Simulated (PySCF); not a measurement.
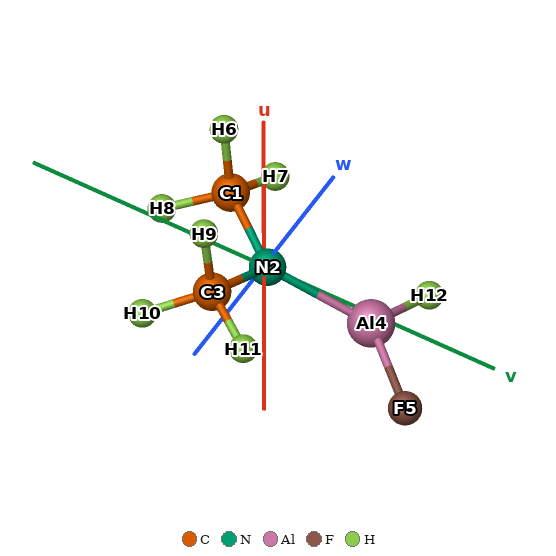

The lines u, v and w are the principal axes of the static dipole polarisability. The computed structure is the end point of a PBE0-D3(BJ)/def2-SVP optimisation. No frequency run is at hand to confirm it as a minimum. Method: PBE0/def2-SVP (PySCF 2.14.0).

Question: Along which axis is the molecule most polarisable, and along which least?

Answer: Most along v (nearly parallel to the N2–Al4 bond), least along w.

Question: Give the three principal values.

Answer: u 51.0, v 62.7, w 42.0 bohr³; mean 51.9, anisotropy 17.9 bohr³.
